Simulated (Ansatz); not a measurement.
## YN: response to strain

Consider YN in the rock salt structure (space group Fm-3m, No. 225; a = 4.896 Å).

Strains are applied to the cell and any free atomic positions relax.

Calculations: Kohn–Sham DFT with the r2SCAN functional, run in Ansatz (a program for electronic structure) with PAW and 500 eV plane waves, spin-orbit coupling left out.

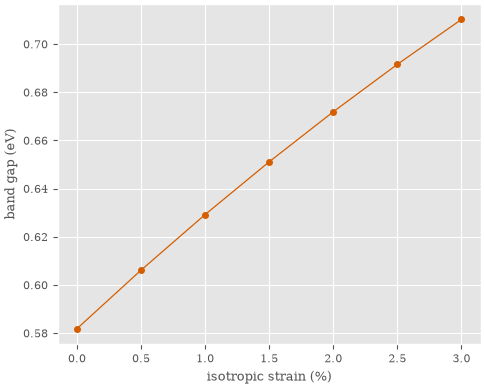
Fig. 1. Band gap against isotropic strain

```json
[
 {"isotropic strain (%)": "0.5", "band gap": "0.61 eV"},
 {"isotropic strain (%)": "1", "band gap": "0.63 eV"},
 {"isotropic strain (%)": "1.5", "band gap": "0.65 eV"},
 {"isotropic strain (%)": "2", "band gap": "0.67 eV"},
 {"isotropic strain (%)": "2.5", "band gap": "0.69 eV"},
 {"isotropic strain (%)": "3", "band gap": "0.71 eV"}
]
```

Semilocal Kohn–Sham gaps tend to fall short of experiment. Stability against distortions was not tested.
